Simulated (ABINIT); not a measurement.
Band structure of CuI (F-43m, 2 atoms in the cell).

```
CuI
1.0
    0.00000     3.02500     3.02500
    3.02500     0.00000     3.02500
    3.02500     3.02500     0.00000
Cu I
1 1
Direct
  0.00000   0.00000   0.00000
  0.25000   0.25000   0.25000
```

Method: PBE, PAW (JTH v2.0 PBE PAW) (plane waves; ABINIT).

Settings: pseudos = [Cu.GGA_PBE-JTH.xml, I.GGA_PBE-JTH.xml]; ecut = 30 Ha; pawecutdg = 60 Ha; ixc = 11; occopt = 3; tsmear = 0.00036749 Ha; ngkpt = 5 5 5; nshiftk = 1; shiftk = 0 0 0; potentials = JTH v2.0 PBE PAW; kptopt = 1; nstep = 100; tolvrs1 = 1e-12.

The starting cell has typed, rounded lattice constants, without a prior relaxation at this level. Spin-orbit coupling is off.

These are the values that this program gave, and no reference: the one-centre exchange-correlation terms come from a truncated expansion.

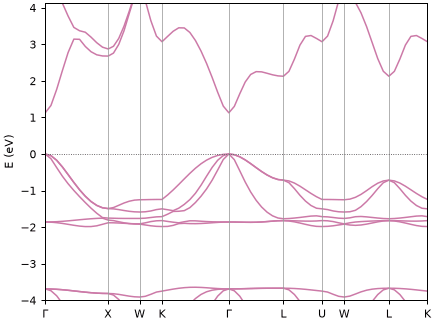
Bands along the path, energies from the top of the valence band on the SCF mesh.

### Question
Read off roughly the gap and where its edges lie.

### Answer
The gap along the path is about 1.1 eV (computed: 1.13 eV), direct at Γ to within 0.01 eV.

Levels in eV from the top of the valence band on the SCF mesh, bands 10 to 17:
```tsv
point	10	11	12	13	14	15	16	17
Γ	-1.86	0.00	0.00	0.00	1.13	4.87	4.87	4.87
X	-1.81	-1.75	-1.49	-1.49	2.68	2.87	9.24	9.96
W	-1.91	-1.76	-1.59	-1.25	4.51	4.64	6.09	6.42
K	-1.82	-1.71	-1.50	-1.24	3.07	4.62	7.60	7.97
L	-1.82	-1.77	-0.72	-0.72	2.13	5.42	5.42	7.47
U	-1.82	-1.71	-1.50	-1.24	3.07	4.62	7.60	7.97
```
